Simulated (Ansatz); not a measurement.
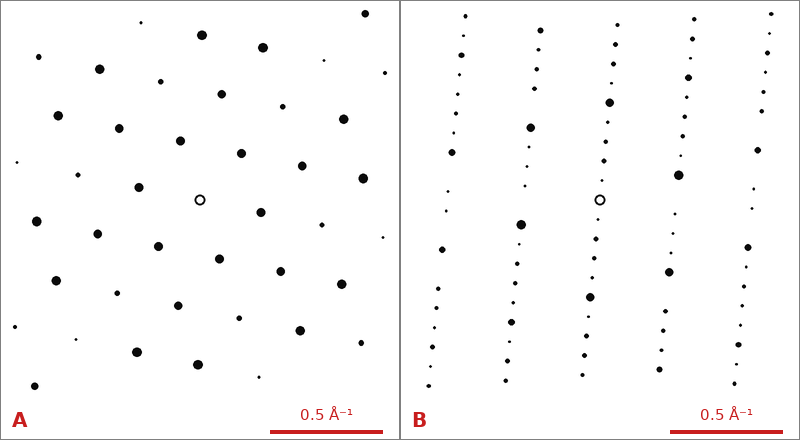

Kinematic electron diffraction patterns (300 kV, B = 0.5 Å², same scale, each along a low-index zone) of two structures of composition Ta3I2, each relaxed at zero pressure with DFT PBE, scalar-relativistic, plane waves, PAW in Ansatz 0.2.0.

The structures (standard cells):
1. R-3c (No. 167), a = 7.140 Å, c = 15.986 Å (hexagonal axes), 30 atoms; generated start, possibly hypothetical
2. R-3m (No. 166), a = 3.375 Å, c = 34.099 Å (hexagonal axes), 15 atoms; generated start, possibly hypothetical

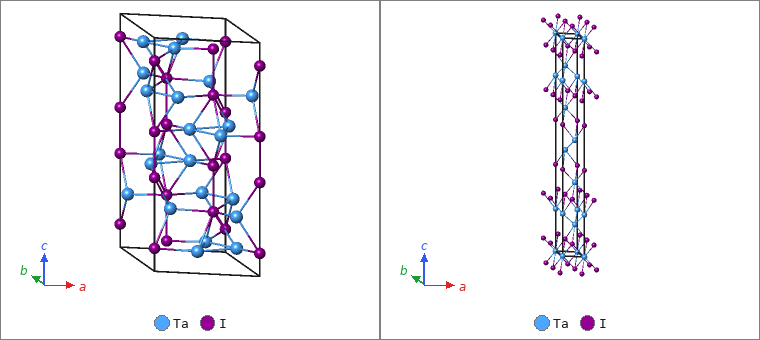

Drawings of the structures 1 to 2, from left to right (each may span several cells).

Q: Which pattern belongs to which structure, and along which zone?

A: A is structure 1 along [001]: hexagonal net of 2 -1 0 at d = 3.57 Å and 1 1 0 at d = 3.57 Å, 60.0° apart. B is structure 2 along [100] or an equivalent direction: oblique net of 0 0 3 (weak) at d = 11.37 Å and 0 -1 1 (weak) at d = 2.91 Å, 85.1° apart (some points of this net are extinct or too weak to see).

Q: Rank the structures by their computed energy.

A: Structure 2 (R-3m, 22.43 Å³ an atom) is the lowest of these; structure 1 (R-3c, 23.52 Å³ an atom) lies about 450 meV an atom higher. These are static energies at 0 K; other structures, not shown, may lie lower still.
